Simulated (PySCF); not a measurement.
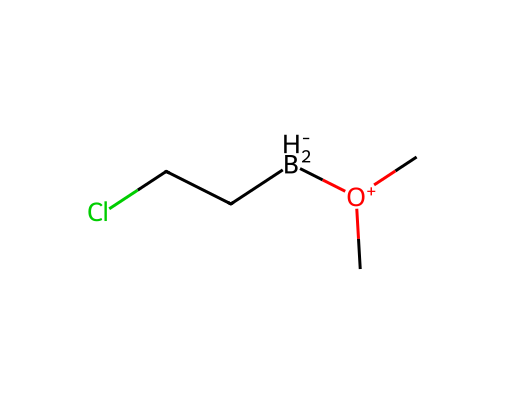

2D structure.

> Write the SMILES.

C[O+](C)[BH2-]CCCl

> What is the molecular formula?

C4H12BClO.

> An optimisation with GFN2-xTB gave a structure of which point group?

C1. Other conformers may differ.

More results for the same structure follow; atom numbers are the same in all pictures, views and colours differ. The computed structure is the end point of a GFN2-xTB optimisation. No frequency run is at hand to confirm it as a minimum.

**Geometry**

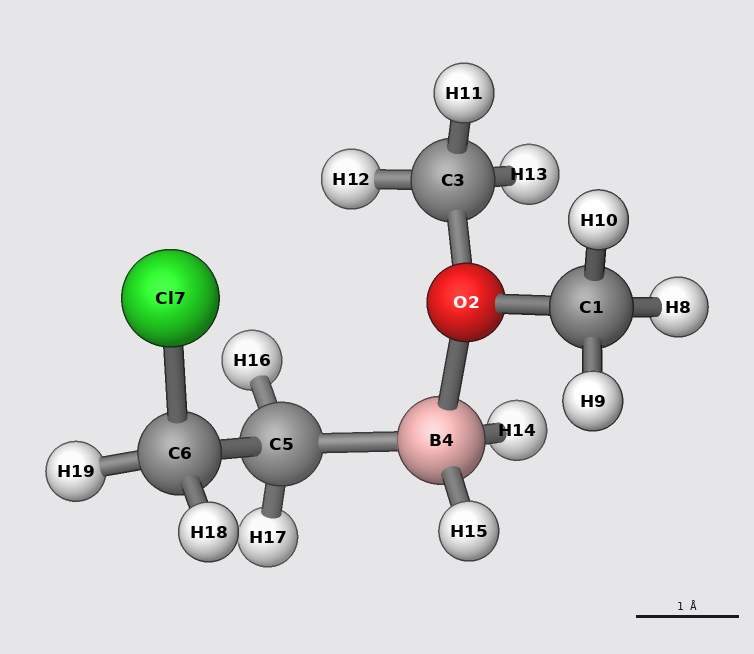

Atoms carry their numbers in the input. No frequency run is at hand to confirm it as a minimum.

What are the angles O2–C1–H9, O2–C3–H11, O2–C3–H12, O2–C3–H13, C3–O2–B4, B4–C5–H17, C5–B4–H14, C5–B4–H15, C5–C6–Cl7, C5–C6–H18, C5–C6–H19, Cl7–C6–H18?

| angle | degrees |
| --- | --- |
| O2–C1–H9 | 107.5 |
| O2–C3–H11 | 109.5 |
| O2–C3–H12 | 107.5 |
| O2–C3–H13 | 111.2 |
| C3–O2–B4 | 113.0 |
| B4–C5–H17 | 106.6 |
| C5–B4–H14 | 112.9 |
| C5–B4–H15 | 111.8 |
| C5–C6–Cl7 | 112.1 |
| C5–C6–H18 | 111.2 |
| C5–C6–H19 | 112.4 |
| Cl7–C6–H18 | 106.0 |

**Polarisability**

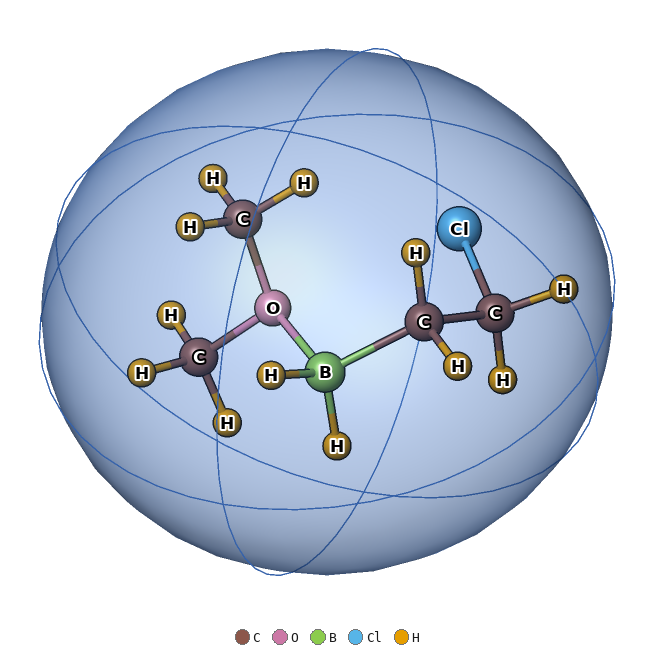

The ellipsoid shows the static dipole polarisability: its half-axes are proportional to the principal values. No frequency run is at hand to confirm it as a minimum. Computed with PBE0/def2-SVPD (PySCF 2.14.0).

> How large and how anisotropic is the polarisability?

Principal values 77.5, 87.3, 90.1 bohr³; mean 85.0 bohr³ (12.59 Å³); anisotropy 11.5 bohr³, so the longest axis is 1.16 times the shortest.

**NMR shielding**

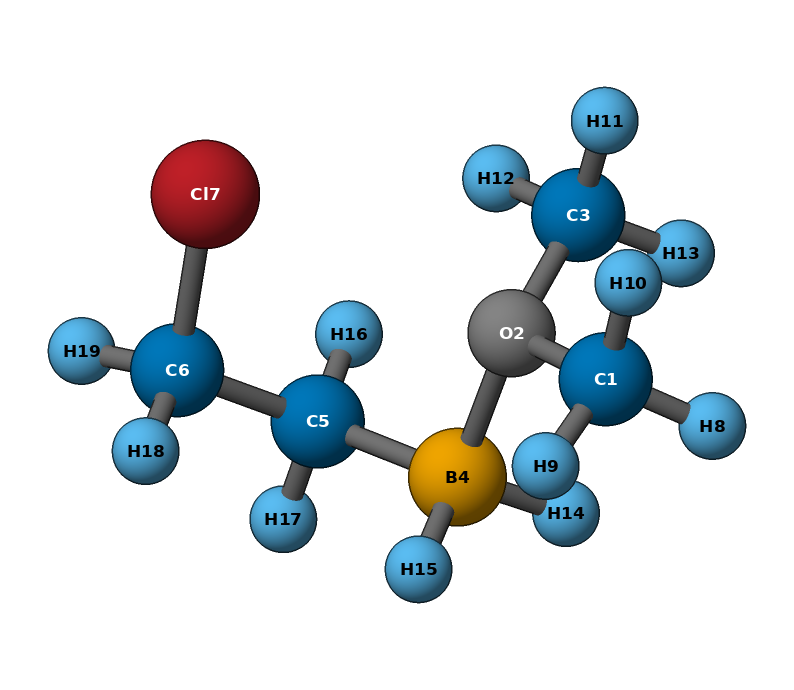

No frequency run is at hand to confirm it as a minimum. Properties computed with GIAO PBE0/pcSseg-1 NMR shielding, non-relativistic, gas phase (PySCF 2.14.0). Principal shieldings σ11 ≤ σ22 ≤ σ33, span Ω = σ33 − σ11, skew κ = 3(σiso − σ22)/Ω.

Give the shielding tensors of the O atoms.

| atom | σ11 | σ22 | σ33 | σiso | Ω | κ |
| --- | --- | --- | --- | --- | --- | --- |
| O2 | 291.3 | 333.9 | 339.4 | 321.5 | 48.2 | −0.77 |

Shieldings and span in ppm.

**Charges**

The questions are on ESP-fitted charges. No frequency run is at hand to confirm it as a minimum. Level of theory: PBE0/pcSseg-1, gas phase (PySCF 2.14.0).

> Which atom carries the highest charge (most positive or least negative)?

H12 (0.20 e).

> And the lowest?

C1 (−0.43 e).

List the ESP-fitted charges.

```csv
atom,value (e)
C1,−0.43
O2,0.16
C3,−0.40
B4,0.03
C5,−0.06
C6,−0.17
Cl7,−0.23
H8,0.18
H9,0.19
H10,0.17
H11,0.17
H12,0.20
H13,0.16
H14,−0.16
H15,−0.13
H16,0.01
H17,0.06
H18,0.12
H19,0.12
```

The geometry is semi-empirical. Around B such bond lengths and angles can be off by a tenth of an ångström or more and by several degrees, and values that hang on the shape move with them.
